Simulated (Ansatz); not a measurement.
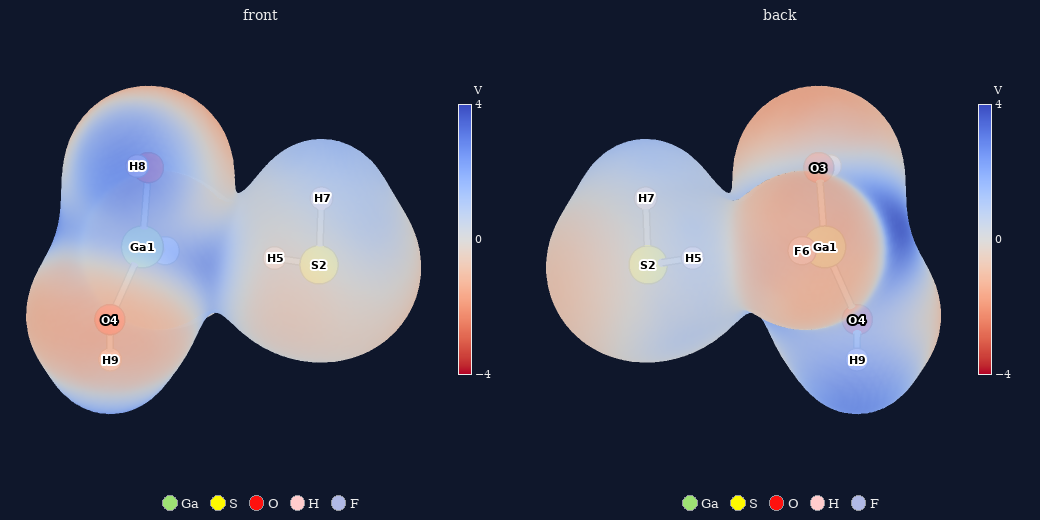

Figure 1: FGaH$_{2}$O$_{2}$···H$_{2}$S. The electrostatic potential painted on the density surface at 0.002 e/bohr³, seen from the front and from behind; the colour scale runs from red (negative) to blue (positive).

Not at a stationary point (largest force 0.8 eV/Å).

Theory: RKS BHLYP-D4/def2-SVP (Ansatz 0.2.0).

```xyz
9

Ga   -0.0338   -0.8342    0.5265
S     0.0062    1.9506   -1.6912
O    -0.2518    0.1287    1.9740
O     1.3435   -1.8750    0.2103
H    -0.9836    1.0288   -1.6870
F    -1.3799   -0.8333   -0.6220
H    -0.5253    2.6273   -0.6631
H     0.4855    0.1417    2.5785
H     1.3390   -2.3347   -0.6258
```

### Describe the electrostatic potential map.

The most negative region (about −1.5 V) lies over O3, the most positive (about +3.3 V) over Ga1. O3 is the likeliest acceptor of a hydrogen bond.
